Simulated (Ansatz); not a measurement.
The calculation's input:

```
crystal:
  periodic: [false, false, false]
  atoms:
    - { symbol: Al, position_ang: [0.030399, -0.211069, 0.159254] }
    - { symbol: "N", position_ang: [0.068366, -0.132105, 2.025274] }
    - { symbol: H, position_ang: [-0.743601, -0.322253, 2.599772] }
    - { symbol: H, position_ang: [0.905973, -0.128132, 2.590347] }
    - { symbol: C, position_ang: [1.69848, -0.048763, -0.857411] }
    - { symbol: H, position_ang: [2.012307, -1.020032, -1.263048] }
    - { symbol: H, position_ang: [1.580637, 0.624139, -1.715771] }
    - { symbol: H, position_ang: [2.526653, 0.33075, -0.247914] }
    - { symbol: H, position_ang: [-1.410512, -0.397301, -0.480155] }
    - { symbol: H, position_ang: [-0.376038, 2.465459, 0.722828] }
    - { symbol: H, position_ang: [-0.272164, 1.962408, 1.217424] }
basis:
  gaussian: { orbitals: "6-31G*" }
hamiltonian:
  xc: b3lyp
relax:
  f_tol: 0.03
  max_steps: 50
output:
  orbitals: {}
```

Run with:

```sh
ansatz run input.yaml --threads 1 --pin off --max-ram 2048MiB --backend cpu --events-out ev --progress --plain --runs-dir out
```

The fields are those of the run's last geometry, not of the input's.

These are results of RKS B3LYP/6-31G* in Ansatz, not measurements.

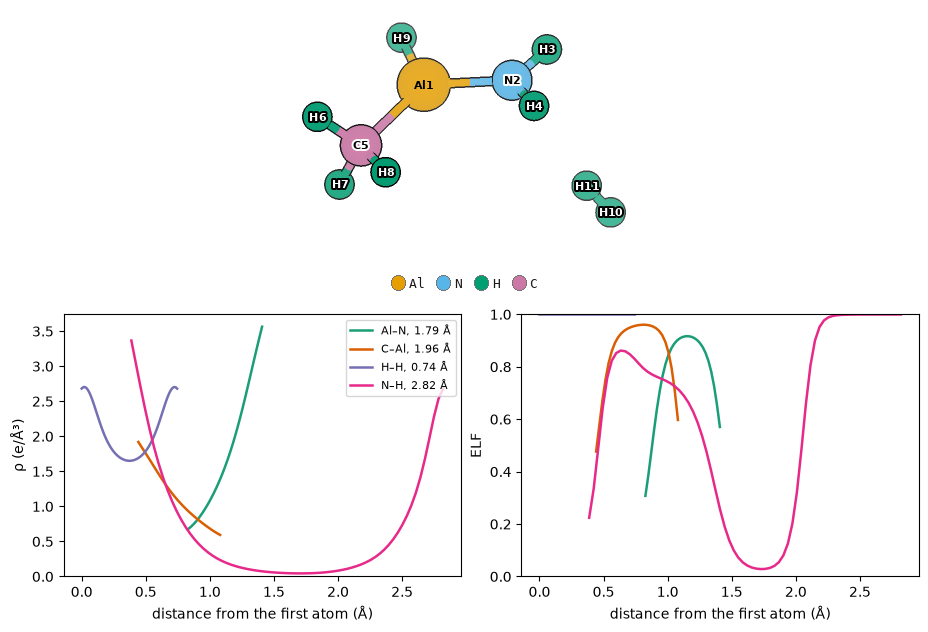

CH6AlN···H2. Electron density and ELF along straight lines between neighbouring atoms. The curves leave out the atomic cores. The structure is drawn too.

### What can be read from the curves?

Al–N (1.79 Å): the density is about 0.79 e/Å³ at the midpoint; the ELF peaks at about 0.90 in the valence shell of N, 0.6 Å from its nucleus, and is about 0.55 at the midpoint.
C–Al (1.96 Å): ρ is about 0.71 e/Å³ halfway; the ELF peaks at about 0.95 between the atoms; a shared but strongly polarised pair.
H–H (0.74 Å): ρ is about 1.7 e/Å³ halfway; the ELF peaks at about 1 between the atoms.
N2···H11 (2.82 Å): the density falls to about 0.04 e/Å³ on the way; the ELF dips to about 0 between them; a non-bonded, intermolecular contact.
